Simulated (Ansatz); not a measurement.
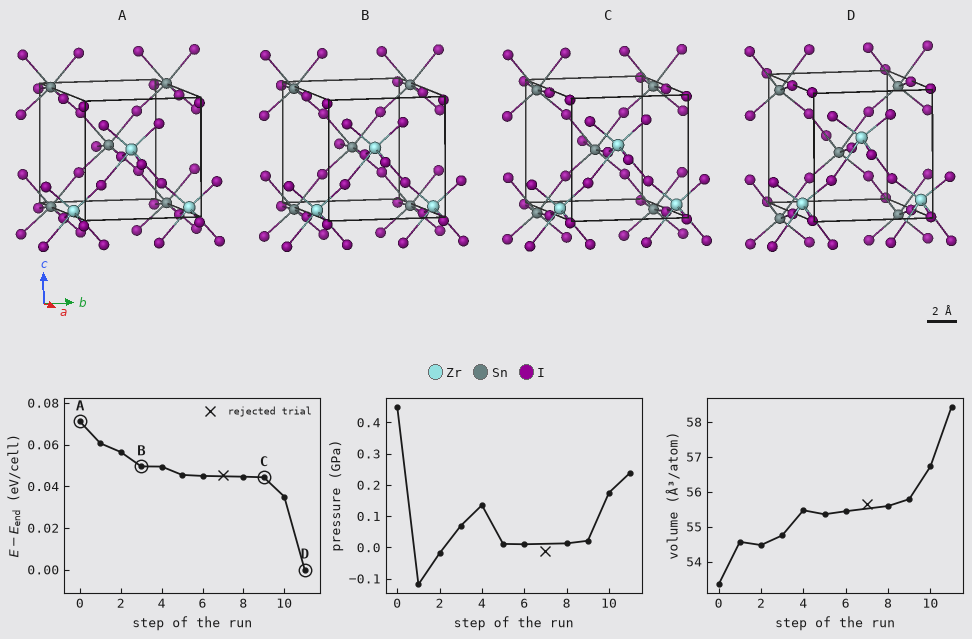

Frames of a relaxation of crystalline ZrSnI6 (built on the MoWO6-8 type type), marked on the history of the run. A ball-and-stick model of the larger cell on standard axes (2 times the calculation's cell), seen slightly off an axis.

These are results of DFT, r2SCAN+rVV10, plane waves, PAW in Ansatz, not measurements. (plane-wave cutoff 500 eV; k-point mesh 4 × 4 × 2; occupations fermi dirac; smearing width 0.03 eV; no spin polarisation; cell and atoms relaxed; force threshold 0.01 eV/Å; at most 120 steps)

### Describe the path.

The run was cut off at its time limit before the relaxation converged, so the last structure is only a point on the way. The energy falls by 71.1 meV per cell of the calculation in 10 accepted moves (11 points after the start). Largest force component: 0.15 eV/Å at the start, 0.18 eV/Å at the end. Pressure: 0.45 GPa at the start and 0.24 GPa at the end. The line search rejected the trial step at point 7 of the run. The Sn atom moves most relative to the cell: 0.83 Å along −c. Largest moves by element: Sn 0.83 Å, Zr 0.56 Å, I 0.55 Å. The drawn cell changes as follows: a 11.722 → 11.681 Å (−0.4 %), b 8.537 → 8.745 Å (+2.4 %), c 8.529 → 9.155 Å (+7.3 %), β 90.2° → 91.0°; the volume changes by +9.5 %. Some distances before and after: I–Sn 3.140 → 3.580 Å, I–Zr 3.337 → 3.728 Å, I–Sn 3.272 → 3.389 Å, I–Sn 2.909 → 2.792 Å. Among the angles between lasting bonds that change: Zr–I–Sn 155.3° → 174.3°, Zr–I–Sn 154.5° → 170.4°, I–Sn–I 84.5° → 99.1°. The space group stays Cm (No. 8). From step 0 to 3: the Sn atom moves most (0.19 Å), volume +2.6 %, energy −21.6 meV per cell of the calculation. From step 3 to 9: the Sn atom moves most (0.25 Å), volume +1.9 %, energy −5.2 meV per cell of the calculation. From step 9 to 11: the Sn atom moves most (0.37 Å), volume +4.7 %, energy −44.3 meV per cell of the calculation.
